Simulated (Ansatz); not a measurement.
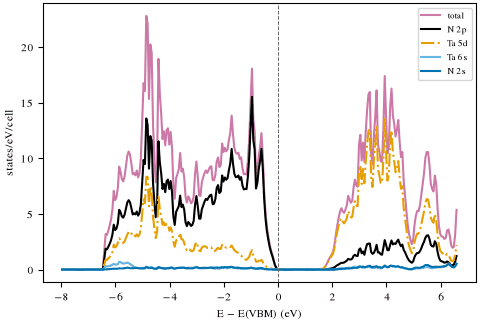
Fig. 1. Total and projected density of states of Ta3N5 in space group Cmcm (No. 63; Pearson symbol oS32), the program Ansatz at the r²SCAN level (PAW)

Task: Which orbitals carry the states next to the gap?

Result: Top 1 eV of the valence band: N 2p 88 %, Ta 5d 8 %. Bottom 1 eV of the conduction band: Ta 5d 84 %, N 2p 11 %. Projections are on Löwdin-orthogonalised atomic valence shells; empty p or d shells of many metals are not among them.

Task: Where is the tallest occupied peak in this window, and what makes it?

Result: Near -4.9 eV, about 23 states/eV per cell; the largest projected share is N 2p.

The workflow started from a Materials Project entry (that database holds measured and hypothetical structures alike); the Crystallography Open Database files this formula in space group No. 63, but the cells were not matched. Whether it is the stable phase at ambient conditions was not checked. The r²SCAN relaxation kept the symmetry of its start; whether a distortion lowers the energy is not shown. The run is not spin-polarised. Scalar-relativistic: spin–orbit coupling is off unless named, which matters more the heavier the elements.

Potentials: the earlier of the program's two PAW sets.
